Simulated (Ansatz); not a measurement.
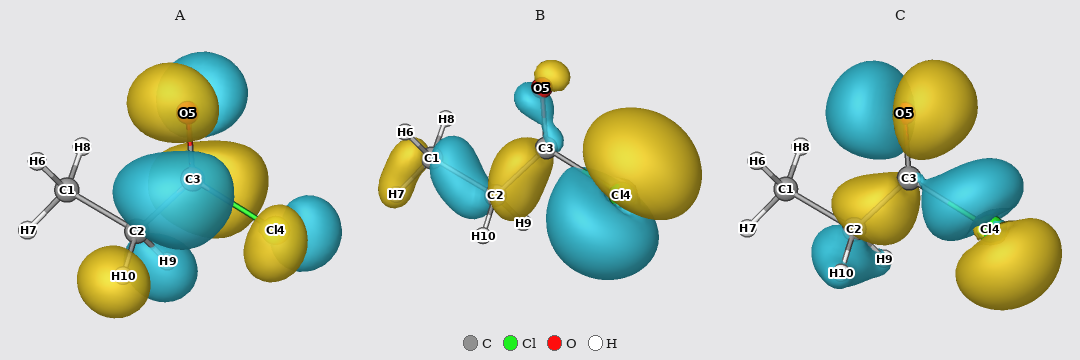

Figure. C3H5ClO (SMILES CCC(=O)Cl). Three frontier orbitals at ±0.1 Å⁻³ᐟ² (yellow and cyan are the two phases), in no order.

Geometry: r2SCAN-D4/def2-SVP.

These are results of Ansatz 0.2.0, isolated molecule in a Gaussian basis; Kohn-Sham density functional theory, functional PBE0, not measurements.

Input file:

```
crystal:
  periodic: [false, false, false]
  atoms:
    - {symbol: C, position_ang: [0.535153, -1.332050, -0.911927]}
    - {symbol: C, position_ang: [-0.667093, -0.661117, -0.267319]}
    - {symbol: C, position_ang: [-1.236974, -1.459032, 0.870668]}
    - {symbol: Cl, position_ang: [-2.672389, -0.623299, 1.615287]}
    - {symbol: O, position_ang: [-0.859405, -2.502379, 1.288803]}
    - {symbol: H, position_ang: [1.344926, -1.477703, -0.182104]}
    - {symbol: H, position_ang: [0.919009, -0.715589, -1.737544]}
    - {symbol: H, position_ang: [0.268326, -2.321010, -1.312341]}
    - {symbol: H, position_ang: [-1.491099, -0.490396, -0.982318]}
    - {symbol: H, position_ang: [-0.429934, 0.340781, 0.131817]}
basis:
  gaussian:
    orbitals: def2-TZVPD
hamiltonian:
  xc: pbe0
output: {forces: true, orbitals: {seedname: orbitals}}
```

Run with:

```sh
ansatz run input.yaml --threads 2 --pin off --max-ram 4350MiB --events-out events.jsonl --progress --plain --runs-dir runs
```

### Order the three orbitals by energy and name them.

B is the HOMO−1 (−9.13 eV). By Hirshfeld shares it lies mainly on Cl4 (about 80 %); largely a lone pair of Cl4. C is the HOMO (−8.58 eV). By Hirshfeld shares it lies mainly on O5 (about 50 %), Cl4 (about 30 %), C3 (about 10 %) and C2 (about 5 %); largely a combination of lone pairs on O5 and Cl4. A is the LUMO (−1.10 eV). By Hirshfeld shares it lies mainly on C3 (about 40 %), O5 (about 30 %) and Cl4 (about 10 %); π-antibonding (π*) across C3–O5.

### What is the HOMO–LUMO gap?

7.48 eV between the orbital energies.
